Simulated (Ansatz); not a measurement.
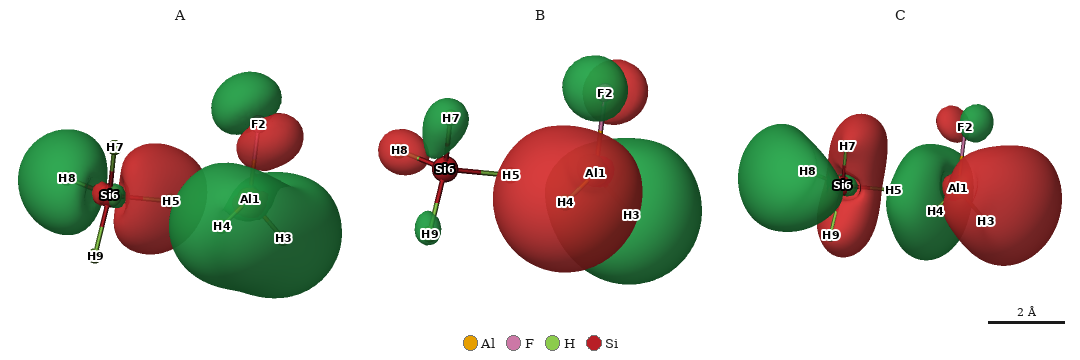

AlFH$_{2}$···SiH$_{4}$. Three frontier orbitals at ±0.06 Å⁻³ᐟ² (green and red are the two phases), in no order.

The reactant side of a reaction path; geometry: PBE0-D4/def2-TZVP.

Method: RKS PBE0-D4/def2-TZVPP (Ansatz 0.2.0).

The calculation's input:

```
crystal:
  periodic: [false, false, false]
  atoms:
    - {symbol: Al, position_ang: [-1.533099, -0.610089, 0.200875]}
    - {symbol: F, position_ang: [-1.475777, -0.558016, 1.857650]}
    - {symbol: H, position_ang: [-1.750885, -2.018296, -0.478842]}
    - {symbol: H, position_ang: [-1.700754, 0.778988, -0.543189]}
    - {symbol: H, position_ang: [0.462553, -0.721900, -0.086074]}
    - {symbol: Si, position_ang: [1.305280, 0.530222, -0.210163]}
    - {symbol: H, position_ang: [0.854695, 1.509460, 0.799550]}
    - {symbol: H, position_ang: [2.686787, 0.063572, 0.054118]}
    - {symbol: H, position_ang: [1.151202, 1.026258, -1.594025]}
basis:
  gaussian: {orbitals: def2-TZVPP}
hamiltonian: {xc: pbe0, dispersion: d4}
output: {orbitals: {seedname: orbitals}}
```

Command:

```sh
ansatz run in.yaml --threads 2 --pin off --events-out ev --progress --plain --max-ram 4352MiB
```

Question: Order the three orbitals by energy and name them.

Answer: A is the HOMO−1 (−9.75 eV). Its weight (Hirshfeld) is mainly on Al1 (about 30 %), H3 (about 20 %), H4 (about 15 %), Si6 (about 10 %), F2 (about 10 %) and H5 (about 10 %). B is the HOMO (−8.40 eV). Its weight (Hirshfeld) is mainly on Al1 (about 30 %), H4 (about 30 %) and H3 (about 30 %). C is the LUMO (−0.75 eV). By Hirshfeld shares it lies mainly on Al1 (about 40 %), Si6 (about 30 %), H5 (about 10 %) and H8 (about 5 %).

Question: What is the HOMO–LUMO gap?

Answer: 7.65 eV between the orbital energies.
